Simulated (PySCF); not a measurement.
**Tb(2+): dipole response in x2c-TZVPPall plus 1 even-tempered diffuse shell per l**

Aim: the static polarisability and the C₆ coefficient of Tb(2+), method by method.

Method: unrestricted determinants in a Gaussian basis, no spin-orbit coupling in the energies. Code: PySCF 2.14.0.

## Step 1: The atom as given

```
Element     : terbium (Z = 65)
Basis       : x2c-TZVPPall with one added diffuse shell each of s, p, d, f type (12s8p8d5f2g, 129 functions)
Hamiltonian : the spin-free X2C one-electron Hamiltonian (Gaussian nucleus)
State 1     : Tb(2+): [Xe] 4f9, one real determinant
Methods     : UHF
```

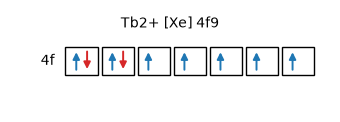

Outer shells as boxes.

One driver process ran all states and methods and kept the integrals in memory. Each run is shown as a PySCF script that sums up its settings (the driver passes frozen orbitals as a list and adds second-order terms of double hybrids); the logs are those of the runs themselves. The driver starts from symmetry-adapted Hartree-Fock orbitals, holds the occupation by maximum overlap and uses a logarithmic radial grid for functionals, so a plain start would take other cycles.

The integrals over 129 functions and the set-up took 17 s of CPU time.

## Step 2: Tb(2+), at UHF

**UHF**

The input, input.py:

```python
from pyscf import gto, scf, dft, mp, cc
import basis_set_exchange as bse
mol = gto.M(atom="Tb 0 0 0", charge=2, spin=5, symmetry="D2h",
            basis=gto.basis.parse(bse.get_basis("x2c-TZVPPall", elements=["Tb"], fmt="nwchem", augment_diffuse=1)),
            nucmod="G")
mf = scf.UHF(mol).sfx2c1e()
mf.irrep_nelec = {'Ag': (9, 9), 'B1g': (2, 2), 'B2g': (2, 2), 'B3g': (2, 2), 'Au': (1, 0), 'B1u': (6, 4), 'B2u': (6, 6), 'B3u': (6, 4)}
mf.kernel()
```

The program printed:

```text
damping factor = 0
level_shift factor = 0
DIIS = <class 'pyscf.scf.diis.CDIIS'>
diis_start_cycle = 1
diis_space = 10
diis_damp = 0
SCF conv_tol = 1e-09
SCF conv_tol_grad = None
number electrons alpha = 34  beta = 29
cycle= 1 E= -11703.5607441381  delta_E= -0.00713  |g|= 0.026  |ddm|= 0.0461
cycle= 2 E= -11703.5608196535  delta_E= -7.55e-05  |g|= 0.00438  |ddm|= 0.00581
cycle= 3 E= -11703.5608245103  delta_E= -4.86e-06  |g|= 0.00339  |ddm|= 0.00325
cycle= 4 E= -11703.5608258346  delta_E= -1.32e-06  |g|= 0.00077  |ddm|= 0.00124
cycle= 5 E= -11703.5608261572  delta_E= -3.23e-07  |g|= 0.000108  |ddm|= 0.000684
cycle= 6 E= -11703.5608261648  delta_E= -7.65e-09  |g|= 2.6e-05  |ddm|= 0.000108
cycle= 7 E= -11703.5608261651  delta_E= -2.75e-10  |g|= 5.52e-06  |ddm|= 2.13e-05
converged SCF energy = -11703.5608261651  <S^2> = 8.7601969  2S+1 = 6.003398
```

It used 69 s of CPU time after the integrals (shared host).

The occupied shells:

```csv
shell,electrons,mean orbital energy (eV),spread (eV),rms radius (bohr)
1s α,1,-52265.3,0,0.0245
1s β,1,-52265.3,0,0.0245
2s α,1,-8796.9,0,0.0989
2s β,1,-8796.8,0,0.0989
2p α,3,-7825.7,0.234,0.0890
2p β,3,-7825.6,0.218,0.0890
3s α,1,-2014.3,0,0.255
3s β,1,-2011.0,0,0.255
3p α,3,-1707.7,1.400,0.255
3p β,3,-1704.0,0.706,0.255
3d α,5,-1300.7,1.350,0.234
3d β,5,-1296.7,0.663,0.234
4s α,1,-437.43,0,0.576
4s β,1,-428.70,0,0.576
4p α,3,-334.11,2.351,0.612
4p β,3,-324.44,0.546,0.612
4d α,5,-188.50,2.676,0.675
4d β,5,-175.94,2.474,0.675
5s α,1,-73.095,0,1.44
5s β,1,-69.879,0,1.44
5p α,3,-45.587,1.036,1.69
5p β,3,-43.174,0.481,1.69
4f α,7,-28.661,2.680,0.975
4f β,2,-22.882,0.159,0.975
```

⟨S²⟩ = 8.760, ⟨L²⟩ = 24.02.

The driver then solved the coupled dipole response at imaginary frequencies: mean α = 7.965 bohr³ (xx, yy, zz: 7.700, 8.494, 7.700), C₆ = 42.79 au for a like pair.

⟨L²⟩ = 24.02 against 30 for a pure H term, so this real determinant mixes terms. Spin-orbit coupling, absent here, splits the open shell strongly.

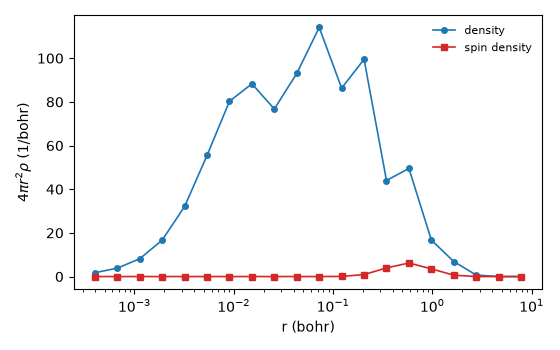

Radial density 4πr²ρ of Tb(2+) at UHF, without picture-change correction, at 20 stored radii joined by straight lines.

## Step 3: Polarisabilities and C₆

Tb(2+), in atomic units:

```csv
method,mean α,C₆ (like pair),S(−4)
UHF,7.965,42.79,134.1
```

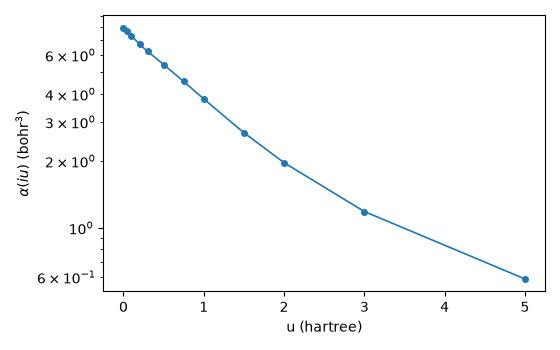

α(iu) of Tb(2+), the polarisability at imaginary frequency, on a logarithmic scale.

## Step 4: Outcome

```
   quantity              value
α of Tb(2+)  7.965 (UHF) bohr³
```

What this shows: A single London oscillator with the computed α and C₆ of Tb(2+) at UHF would have ω = 4 C₆ / (3 α²) = 0.899 hartree. The basis is finite, and no extrapolation was made.
